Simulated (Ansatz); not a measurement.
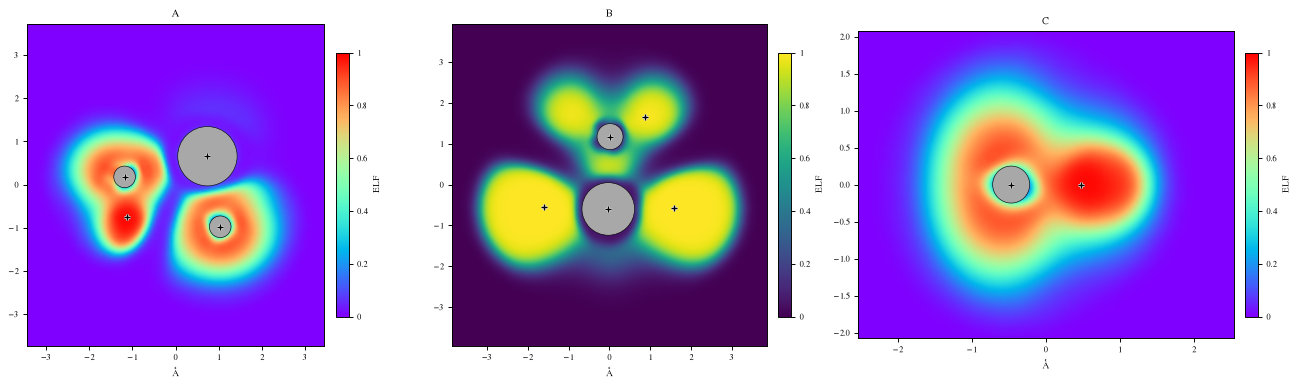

The electron localisation function of 3 systems, each on a plane through atoms (crosses mark nuclei in the plane; grey discs cover the cores).

The calculation used RKS PBE0-D4/def2-TZVPPD in Ansatz.

System 1: HF, a plane that holds the molecular axis. Geometry: PBE0-D4/def2-TZVP.

```yaml
atoms:
  - { symbol: F, position_ang: [-0.0372, 0.2911, -1.3643] }
  - { symbol: H, position_ang: [0.4537, -0.4725, -1.6001] }
```

System 2: H5NSi, the plane of atoms N2, Si1 and H3. Geometry: PBE0-D4/def2-TZVPD.

```csv
atom,x (Å),y (Å),z (Å)
Si,0.3345,0.2566,-0.0751
N,-0.6036,-0.9259,0.8509
H,1.5892,-0.6811,0.0081
H,-1.0237,1.1193,-0.2349
H,1.0193,1.4006,0.6822
H,-1.4822,-0.6457,1.2613
H,-0.1132,-1.6160,1.4011
```

System 3: AlF4H, the plane of atoms F1, Al4 and F5. Geometry: PBE0-D4/def2-TZVP.

```
atom    x (Å)    y (Å)    z (Å)
   F  -0.0372   0.2911  -1.3643
   H   0.4537  -0.4725  -1.6001
   F   0.6783   1.4296   1.1109
  Al  -0.1197   0.0944   0.6009
   F   0.7546  -1.3007   0.3900
   F  -1.7298  -0.0419   0.8626
```

Match each panel to its system.

Answer. Panel A is system 3, AlF4H: the plane holds F, H and Al. Al–F (1.66 Å): the ELF peaks at about 0.85 in the valence shell of F, 0.6 Å from its nucleus, and is about 0.40 at the midpoint. Panel B is system 2, H5NSi: the plane holds Si, N and H. Si–N (1.77 Å): the ELF peaks at about 0.90 between the atoms; a polar covalent bond. Panel C is system 1, HF: the plane holds F and H. F–H (0.94 Å): the ELF climbs to about 1 towards the hydrogen, as it does in any bond to H (an ordinary covalent bond to hydrogen).
